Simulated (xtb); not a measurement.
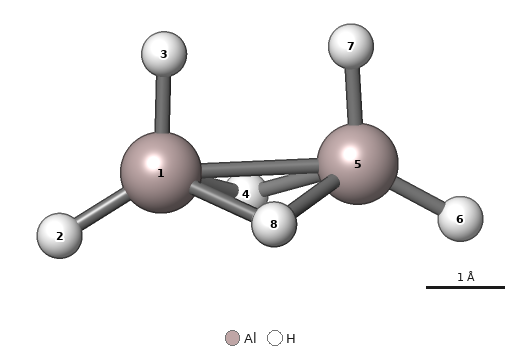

*The structure as given in the input (ball-and-stick view, seen at a tilt; atoms are numbered from 1 in the order of the input). Sticks mark near contacts.*

# Energy and gradient calculation of Al₂H₆

System: Al₂H₆.
Method: GFN2-xTB (xtb 6.7.1).

The geometry comes from this level: GFN2-xTB.

**The input (coord)**
```
$coord angs
    -0.3522200     0.5046700    -1.1400500  Al
    -0.4055000     1.6579900    -2.1824500  H
    -1.0477400    -0.8652000    -1.3767700  H
    -0.7140700     0.9190600     0.6151100  H
     0.4054100    -0.4056500     1.1630500  Al
     1.1564700    -0.1961400     2.5088200  H
    -0.2983600    -1.7409200     0.7922200  H
     1.2560100     0.1261900    -0.3799400  H
$end
```

**File input.inp**
```
$chrg 0
$spin 0
$end
```

Run on 1 thread of Intel Xeon @ 2.90GHz (Ice Lake), 192 GiB of memory available, shared host.

Run as:
```bash
xtb coord --gfn 2 --grad --json --input input.inp -P 1 | tee run.log
```

**Log**
```
* xtb version 6.7.1
   ID    Z sym.   atoms
    1   13 Al     1, 5
    2    1 H      2-4, 6-8

           -------------------------------------------------
          |                Calculation Setup                |
           -------------------------------------------------

          program call               : xtb coord --gfn 2 --grad --json --input input.inp -P 1
          coordinate file            : coord
          omp threads                :                     1

molecular fragmentation (1/2 indicates fragments):
11111112
# atoms in fragment 1/2:     7     1
 fragment masses (1/2) :       59.00        1.01
CMA distance (Bohr)    :   2.491
constraining FC (au)   :  0.0500

           -------------------------------------------------
          |                 G F N 2 - x T B                 |
           -------------------------------------------------

      * Hamiltonian:
        H0-scaling (s, p, d)           1.850000    2.230000    2.230000
        zeta-weighting                 0.500000
      * Dispersion:
        s8                             2.700000
        a1                             0.520000
        a2                             5.000000
        s9                             5.000000
      * Repulsion:
        kExp                           1.500000    1.000000
        rExp                           1.000000
      * Coulomb:
        alpha                          2.000000
        third order                    shell-resolved
        anisotropic                    true
        a3                             3.000000
        a5                             4.000000
        cn-shift                       1.200000
        cn-exp                         4.000000
        max-rad                        5.000000

          ...................................................
          :                      SETUP                      :
          :.................................................:
          :  # basis functions                  26          :
          :  # atomic orbitals                  24          :
          :  # shells                           12          :
          :  # electrons                        12          :
          :  max. iterations                   250          :
          :  Hamiltonian                  GFN2-xTB          :
          :  restarted?                      false          :
          :  GBSA solvation                  false          :
          :  PC potential                    false          :
          :  electronic temp.          300.0000000     K    :
          :  accuracy                    1.0000000          :
          :  -> integral cutoff          0.2500000E+02      :
          :  -> integral neglect         0.1000000E-07      :
          :  -> SCF convergence          0.1000000E-05 Eh   :
          :  -> wf. convergence          0.1000000E-03 e    :
          :  Broyden damping             0.4000000          :
          :  net charge                          0          :
          :  unpaired electrons                  0          :
          ...................................................

 iter      E             dE          RMSdq      gap      omega  full diag
   1     -5.1009747 -0.510097E+01  0.191E+01    5.81       0.0  T
   2     -5.2244093 -0.123435E+00  0.126E+01    4.83       1.0  T
   3     -5.2183484  0.606088E-02  0.315E+00    4.21       1.0  T
   4     -5.2467815 -0.284331E-01  0.220E+00    4.82       1.0  T
   5     -5.2463173  0.464248E-03  0.966E-01    4.62       1.0  T
   6     -5.2479871 -0.166980E-02  0.409E-01    4.77       1.0  T
   7     -5.2481540 -0.166957E-03  0.215E-01    4.74       1.0  T
   8     -5.2481996 -0.456046E-04  0.126E-01    4.73       1.0  T
   9     -5.2482235 -0.238860E-04  0.264E-02    4.73       1.3  T
  10     -5.2482253 -0.174596E-05  0.221E-03    4.72      16.0  T
  11     -5.2482253  0.653772E-08  0.175E-03    4.72      20.2  T
  12     -5.2482253 -0.723116E-08  0.207E-04    4.72     171.0  T
  13     -5.2482253 -0.449916E-10  0.124E-04    4.72     284.3  T

   *** convergence criteria satisfied after 13 iterations ***

         #    Occupation            Energy/Eh            Energy/eV
      -------------------------------------------------------------
         1        2.0000           -0.5453632             -14.8401
         2        2.0000           -0.4889410             -13.3048
         3        2.0000           -0.4355476             -11.8519
         4        2.0000           -0.4346100             -11.8263
         5        2.0000           -0.4189133             -11.3992
         6        2.0000           -0.4175494             -11.3621 (HOMO)
         7                         -0.2439809              -6.6391 (LUMO)
         8                         -0.2356962              -6.4136
         9                         -0.2187887              -5.9535
        10                         -0.2148043              -5.8451
        11                         -0.2079781              -5.6594
       ...                                ...                  ...
        24                          1.6979432              46.2034
      -------------------------------------------------------------
                  HL-Gap            0.1735685 Eh            4.7230 eV
             Fermi-level           -0.3307652 Eh           -9.0006 eV

 SCC (total)                   0 d,  0 h,  0 min,  0.004 sec
 SCC setup                      ...        0 min,  0.000 sec (  1.716%)
 Dispersion                     ...        0 min,  0.000 sec (  0.994%)
 classical contributions        ...        0 min,  0.000 sec (  0.963%)
 integral evaluation            ...        0 min,  0.001 sec ( 13.070%)
 iterations                     ...        0 min,  0.002 sec ( 59.069%)
 molecular gradient             ...        0 min,  0.001 sec ( 22.180%)
 printout                       ...        0 min,  0.000 sec (  1.781%)

         :::::::::::::::::::::::::::::::::::::::::::::::::::::
         ::                     SUMMARY                     ::
         :::::::::::::::::::::::::::::::::::::::::::::::::::::
         :: total energy              -5.216168550411 Eh    ::
         :: gradient norm              0.000444973406 Eh/a0 ::
         :: HOMO-LUMO gap              4.723039596912 eV    ::
         ::.................................................::
         :: SCC energy                -5.248224699210 Eh    ::
         :: -> isotropic ES            0.043063687396 Eh    ::
         :: -> anisotropic ES          0.006806336016 Eh    ::
         :: -> anisotropic XC         -0.008649112509 Eh    ::
         :: -> dispersion             -0.004096259593 Eh    ::
         :: repulsion energy           0.032056148799 Eh    ::
         :: add. restraining           0.000000000000 Eh    ::
         :: total charge               0.000000000000 e     ::
         :::::::::::::::::::::::::::::::::::::::::::::::::::::

           -------------------------------------------------
          |                Property Printout                |
           -------------------------------------------------

    * Orbital Energies and Occupations

         #    Occupation            Energy/Eh            Energy/eV
      -------------------------------------------------------------
         1        2.0000           -0.5453632             -14.8401
         2        2.0000           -0.4889410             -13.3048
         3        2.0000           -0.4355476             -11.8519
         4        2.0000           -0.4346100             -11.8263
         5        2.0000           -0.4189133             -11.3992
         6        2.0000           -0.4175494             -11.3621 (HOMO)
         7                         -0.2439809              -6.6391 (LUMO)
         8                         -0.2356962              -6.4136
         9                         -0.2187887              -5.9535
        10                         -0.2148043              -5.8451
        11                         -0.2079781              -5.6594
        12                         -0.1924719              -5.2374
        13                         -0.1802741              -4.9055
        14                         -0.1374656              -3.7406
        15                         -0.0751934              -2.0461
        16                          0.0193242               0.5258
        17                          0.1134873               3.0881
       ...                                ...                  ...
        24                          1.6979432              46.2034
      -------------------------------------------------------------
                  HL-Gap            0.1735685 Eh            4.7230 eV
             Fermi-level           -0.3307652 Eh           -9.0006 eV

     #   Z          covCN         q      C6AA      α(0)
     1  13 Al       3.957     0.411    92.441    19.592
     2   1 H        0.879    -0.123     6.472     3.983
     3   1 H        0.880    -0.123     6.470     3.982
     4   1 H        1.284    -0.165     8.453     4.539
     5  13 Al       3.955     0.411    92.437    19.592
     6   1 H        0.879    -0.123     6.458     3.978
     7   1 H        0.880    -0.123     6.450     3.976
     8   1 H        1.282    -0.165     8.427     4.532

 Mol. C6AA /au·bohr⁶  :       1215.192460
 Mol. C8AA /au·bohr⁸  :      58610.276826
 Mol. α(0) /au        :         64.173093

Wiberg/Mayer (AO) data.
largest (>0.10) Wiberg bond orders for each atom

 ---------------------------------------------------------------------------
     #   Z sym  total        # sym  WBO       # sym  WBO       # sym  WBO
 ---------------------------------------------------------------------------
     1  13 Al   3.139 --     2 H    0.888     3 H    0.799     8 H    0.465
                             4 H    0.448     5 Al   0.390     7 H    0.120
     2   1 H    0.985 --     1 Al   0.888
     3   1 H    0.985 --     1 Al   0.799     5 Al   0.120
     4   1 H    0.973 --     5 Al   0.464     1 Al   0.448
     5  13 Al   3.138 --     6 H    0.888     7 H    0.799     4 H    0.464
                             8 H    0.447     1 Al   0.390     3 H    0.120
     6   1 H    0.985 --     5 Al   0.888
     7   1 H    0.985 --     5 Al   0.799     1 Al   0.120
     8   1 H    0.973 --     1 Al   0.465     5 Al   0.447
 ---------------------------------------------------------------------------

Topologies differ in total number of bonds
Writing topology from bond orders to xtbtopo.mol

molecular dipole:
                 x           y           z       tot (Debye)
 q only:        0.012       0.015       0.007
   full:        0.063       0.110       0.028       0.329
molecular quadrupole (traceless):
                xx          xy          yy          xz          yz          zz
 q only:        0.591      -0.658      -0.591      -0.557       0.069       0.001
  q+dip:       -0.326      -0.214      -0.371       0.342      -0.476       0.696
   full:        3.718      -2.253      -1.466      -3.652       1.869      -2.252

           -------------------------------------------------
          | TOTAL ENERGY               -5.216168550411 Eh   |
          | GRADIENT NORM               0.000444973406 Eh/α |
          | HOMO-LUMO GAP               4.723039596912 eV   |
           -------------------------------------------------

------------------------------------------------------------------------
------------------------------------------------------------------------
 total:
 *  cpu-time:     0 d,  0 h,  0 min,  0.012 sec
 * ratio c/w:     1.000 speedup
 SCF:
 *  cpu-time:     0 d,  0 h,  0 min,  0.004 sec
 * ratio c/w:     1.000 speedup
```

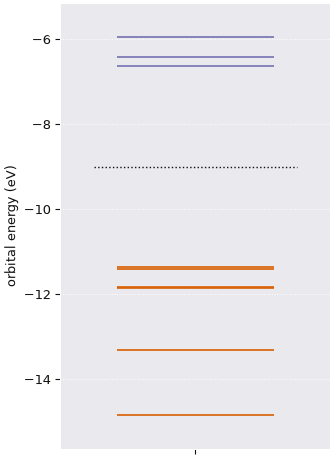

*Orbital energies near the frontier; the dotted line parts filled from empty levels, and levels within 0.02 eV of each other stand side by side.*

Highest filled −11.36 eV, lowest empty −6.64 eV, 4.72 eV apart.

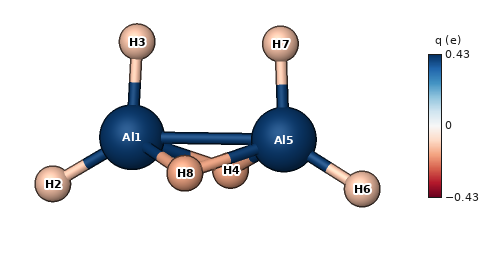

*Mulliken charges, as the colour of each atom (ball-and-stick view, seen at a tilt; atoms are numbered from 1 in the order of the input).*

By element: Al +0.41 and H −0.17 to −0.12 e.

**Results in brief**

```tsv
quantity	value
outcome	converged
electrons treated	12
total energy	−5.216169 hartree
dispersion energy	−0.004096 hartree
basis functions	26
largest force	0.014 eV/Å
HOMO	−11.36 eV
LUMO	−6.64 eV
dipole moment	0.33 D
peak memory	0.069 GiB
```
